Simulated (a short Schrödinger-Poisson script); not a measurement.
System: gated In0.52Al0.48As/In0.53Ga0.47As modulation-doped gas in a quantum well, at 77 K.

```
layer        material  thickness (nm)  Nd (cm⁻³)  Na (cm⁻³)
-----  --------------  --------------  ---------  ---------
1      In0.52Al0.48As              15          -          -
2      In0.52Al0.48As              40     8.6e17          -
3      In0.52Al0.48As               5          -          -
4      In0.53Ga0.47As               8          -          -
5      In0.52Al0.48As            4000          -       2e14
```

Constants are typed, rounded textbook-type inputs, not results; the design itself was drawn at random and stands for no fabricated device. In0.52Al0.48As: permittivity 12.5, conduction-band edge (eV) 0.52, gap (eV) 1.45, electron mass (mₑ) 0.075, Nv at 300 K (cm⁻³) 1.1e19. In0.53Ga0.47As: permittivity 13.9, conduction-band edge (eV) 0, gap (eV) 0.74, Nv at 300 K (cm⁻³) 7.7e18.

Channel valleys (confinement mass, in-plane density-of-states mass, number): Γ 0.041, 0.041, 1. At the gate the conduction-band edge of layer 1 lies 0.65 eV − eVg above the Fermi level of the channel; the field vanishes at the back. Donor level 0.02 eV below the band edge. The barrier under the gate holds no holes. Gaps are held at their typed values at every temperature. Mesh 0.08 nm at interfaces.

Solved with a short Schrödinger-Poisson script written for these runs: 1D Poisson equation in equilibrium, electrons quantum, Hartree plus LDA exchange-correlation (BenDaniel-Duke, 40 states a valley, the channel's in-plane mass for all, wave functions free to enter the barrier), parabolic valleys, classical holes, donors ionised by Fermi statistics, acceptors fully, no traps, pinning or gate leakage.

Only gate voltages with over 1e8 electrons/cm² are shown.

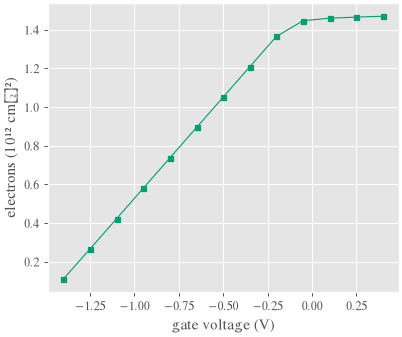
Fig. 1. Sheet density against gate voltage

```
Vg (V)  electrons (cm⁻²)  in the channel layer  C (μF/cm²)  Γ E0 (meV)  Γ E1 (meV)
------  ----------------  --------------------  ----------  ----------  ----------
0.4              1.47e12               1.40e12       0.456       -85.6        23.1
0.25             1.47e12               1.40e12       0.382       -85.5        29.3
0.1              1.46e12               1.40e12       0.333       -85.2        36.9
-0.05            1.45e12               1.39e12       0.288       -84.5        48.2
-0.2             1.37e12               1.31e12       0.172       -79.7        84.6
-0.35            1.21e12               1.16e12       0.168       -70.6       133.7
-0.5             1.05e12               1.01e12       0.168       -61.4       143.4
-0.65            8.94e11               8.59e11       0.168       -52.2       153.0
-0.8             7.37e11               7.09e11       0.168       -43.0       162.7
-0.95            5.80e11               5.58e11       0.168       -33.9       172.3
-1.1             4.23e11               4.08e11       0.168       -24.6       182.1
-1.25            2.67e11               2.57e11       0.167       -14.9       192.3
-1.4             1.11e11               1.07e11       0.164        -3.4       204.2
```

Subbands count from the Fermi level.
